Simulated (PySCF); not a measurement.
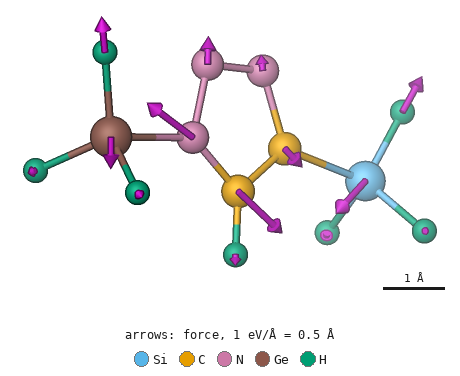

Starting geometry of C₂H₇GeN₃Si with the computed forces as purple arrows. A ball-and-stick model, seen from a free direction.

The start comes from GFN2-xTB. Its atoms were then displaced at random by about 0.01 Å.

Level of theory: PBE0-D3(BJ)/def2-SVP geometry optimisation, gas phase (PySCF). 

### Is this structure relaxed? If not, where do the atoms go?

It isn't relaxed: the largest force vector, on a C atom, is 2.41 eV/Å. The final displacements have little in common with the starting forces (cosine between the two patterns −0.04). The largest move after the best rigid fit is that of an H atom, 0.84 Å. By element the largest moves are H 0.84 Å, N 0.77 Å, C 0.29 Å, Si 0.07 Å, Ge 0.05 Å. Some distances before and after: H–Si 1.417 → 1.492 Å, Ge–H 1.462 → 1.530 Å, C–N 1.305 → 1.355 Å, C–Si 1.895 → 1.867 Å. Bond angles that change, for instance: Ge–N–N 112.5° → 117.8°, C–N–Ge 136.4° → 132.3°, N–Ge–H 103.4° → 107.2°. Groups turn about C–Si by about 50°, Ge–N by about 50°. The energy falls by 0.279 eV in 15 geometry steps. Cost: 4.4 min on 1 thread of Arm Neoverse V1, on a shared host.
